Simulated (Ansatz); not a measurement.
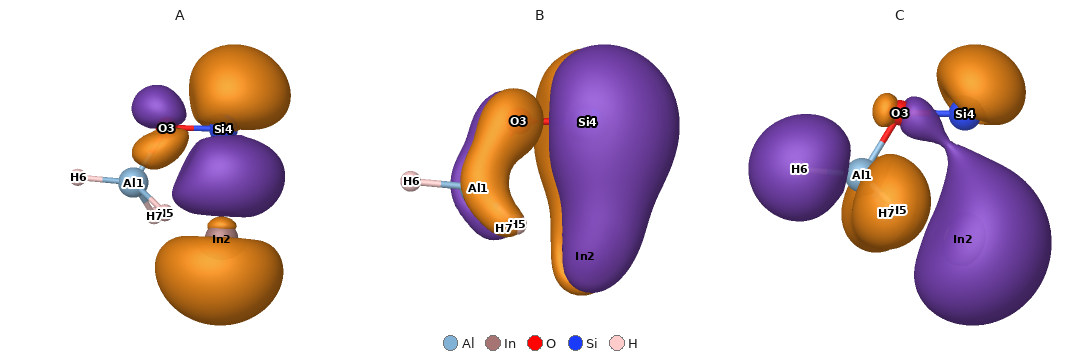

AlH3InOSi (doublet). Three frontier orbitals at ±0.06 Å⁻³ᐟ² (orange and purple are the two phases), in no order.

Geometry: PBE0-D3(BJ)/def2-SVP; core potentials replace the inner electrons of In.

Method: isolated molecule in a Gaussian basis; Kohn-Sham density functional theory, functional PBE0 in Ansatz.

Input

```
crystal:
  periodic: [false, false, false]
  atoms:
    - {symbol: Al, position_ang: [1.270188, -2.137230, -0.110655]}
    - {symbol: In, position_ang: [1.811450, 0.059694, -2.018338]}
    - {symbol: O, position_ang: [-0.454164, -2.229573, -0.672669]}
    - {symbol: Si, position_ang: [-0.995522, -1.241091, -1.826963]}
    - {symbol: H, position_ang: [1.491150, -0.487428, 0.141200]}
    - {symbol: H, position_ang: [1.694403, -3.154326, 1.027412]}
    - {symbol: H, position_ang: [2.131975, -2.119802, -1.556691]}
basis:
  gaussian:
    orbitals: def2-TZVPD
magnetization:
  spin_polarized: true
  initial_magnetization: 1
hamiltonian:
  xc: pbe0
output: {forces: true, orbitals: {seedname: orbitals}}
```

Run with:

```sh
ansatz run input.yaml --threads 2 --pin off --max-ram 4350MiB --events-out events.jsonl --progress --plain --runs-dir runs
```

Order the three orbitals by energy and name them. All are α orbitals.

C is the HOMO−1 (α) (−7.40 eV). It lies mainly on In2 (about 45 %), H6 (about 15 %), Al1 (about 15 %), Si4 (about 10 %), H7 (about 5 %) and H5 (about 5 %). A is the HOMO (α) (−5.13 eV). It lies mainly on Si4 (about 50 %), In2 (about 35 %) and O3 (about 10 %). B is the LUMO (α) (−2.72 eV). By Hirshfeld shares it lies mainly on Si4 (about 70 %), In2 (about 15 %) and O3 (about 10 %).

What is the gap between the highest occupied and lowest empty α orbitals?

2.41 eV between the orbital energies.
